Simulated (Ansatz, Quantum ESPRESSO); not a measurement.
# Predicting the next point of a tunnelling series: vacuum gaps between two Ta(110) faces

How the rows were computed: Quantum ESPRESSO 7.5 (pw.x, pwcond.x), PBE, JTH PAW; geometry as built. T is the transmission per spin at the Fermi level, averaged over the mesh across the current, in a cell of 7.79 Å². The series steps the width of the vacuum gap.

| width (Å) | T |
| --- | --- |
| 4 | 0.522 |
| 5 | 0.284 |
| 6 | 0.154 |

One more run was made and is withheld. What is T at 7 Å?

By hand: In the tunnelling regime ln T falls linearly. The last two rows give a slope of ln(0.284/0.154)/(6 − 5) = 0.612 per Å, so T(7) ≈ 0.154 × exp(−0.612 × 1) = 0.0835.

**The withheld run.** T = 0.0557; the estimate is 1.50 times that. The slope over the last interval is 1.019: steeper than before. Points of the mesh with over 2.5 times the mean carry 89 % of this T, and one passes 0.91: resonant or open transport, which no single decay describes. A second code, Ansatz 0.2.0, gives 0.0535.

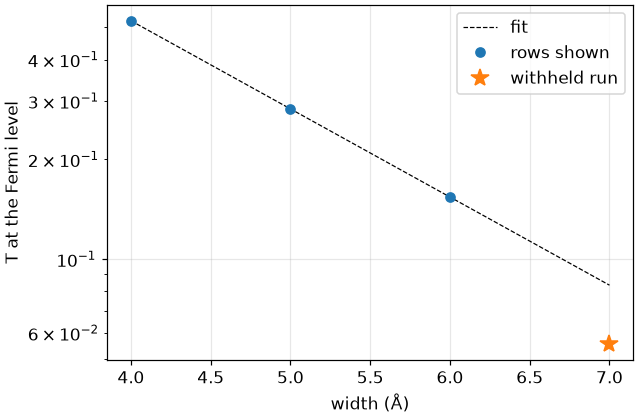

The rows shown, the fit and the withheld run.

Caveats: Short leads, unrelaxed atoms, a barrier without the image potential and an untested mesh.
